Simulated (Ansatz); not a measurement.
Hypothetical Pm-3n Ge, pressure series

Base system: Ge (space group Pm-3n, No. 223; a hypothetical phase, not in the database extracts checked).

```xyz
8
Lattice="5.4170 0.0000 0.0000 0.0000 5.4170 0.0000 0.0000 0.0000 5.4170" Properties=species:S:1:pos:R:3 pbc="T T T"
Ge     1.3543     0.0000     2.7085
Ge     4.0628     0.0000     2.7085
Ge     0.0000     2.7085     1.3543
Ge     0.0000     2.7085     4.0628
Ge     2.7085     1.3543     0.0000
Ge     2.7085     4.0628     0.0000
Ge     0.0000     0.0000     0.0000
Ge     2.7085     2.7085     2.7085
```

Cell and atoms are relaxed at each pressure.

Levels (all Ansatz, a first-principles code, PAW): PBE (420 eV, no spin-orbit coupling); PBEsol (420 eV, no spin-orbit coupling).

The base cell above is that of PBE; each level relaxes its own structures.

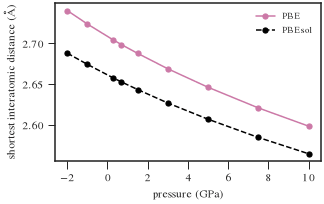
Fig. 1. Shortest interatomic distance under two levels

Q: How do the two levels compare along the series?

A: PBE lies above PBEsol in every row, by 0.064 bohr to 0.099 bohr. They put the cases in the same order.

Load acts through the strain it causes; cell and atoms are relaxed under it. No phonon test of stability was made. No other phases were tried under pressure.
